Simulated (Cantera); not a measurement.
Input: 1 mol CaCl₂, 0.21 mol N₂, held at 1.00 bar.

Method: chemical equilibrium by Gibbs-energy minimisation in Cantera with the NASA 1993 tables (ideal gas, pure condensed phases). Candidate condensed phases: Ca, CaCl₂; 8 gas species. Rates play no part.

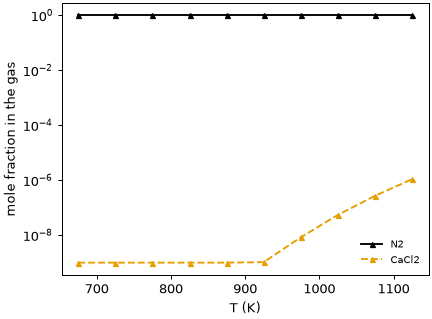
Equilibrium gas composition (values under 1e-9 drawn at 1e-9)

From 675 K to 1025 K the condensed part is CaCl₂(s). From 1075 K to 1125 K the condensed part is CaCl₂(l).
